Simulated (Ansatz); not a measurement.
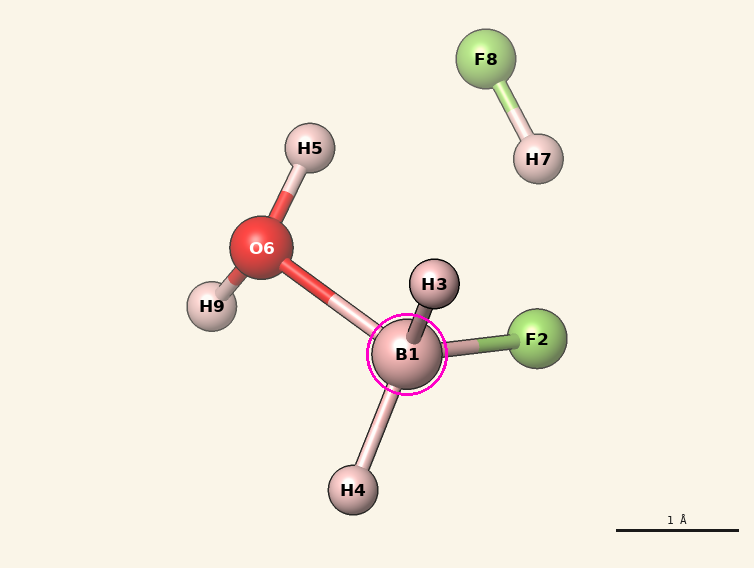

Orthographic view. Distant atoms are faded towards the background colour. Computed geometry: PBE0-D4/def2-TZVP optimisation.

Q: Name the neighbours of the circled atom.

A: The circled atom is B1; it is bonded to F2, H3, H4, O6.

Q: Which two atoms are farthest apart in space?

A: H4 and F8, 4.10 Å.

Q: Of O6 and H9, which is nearer the viewer?

A: O6; the bond to H9 points away from the viewer, so it looks shorter than its 0.96 Å.

Q: Which atom is nearest the viewer?

A: H3, 1.7 Å in front of the mean position.
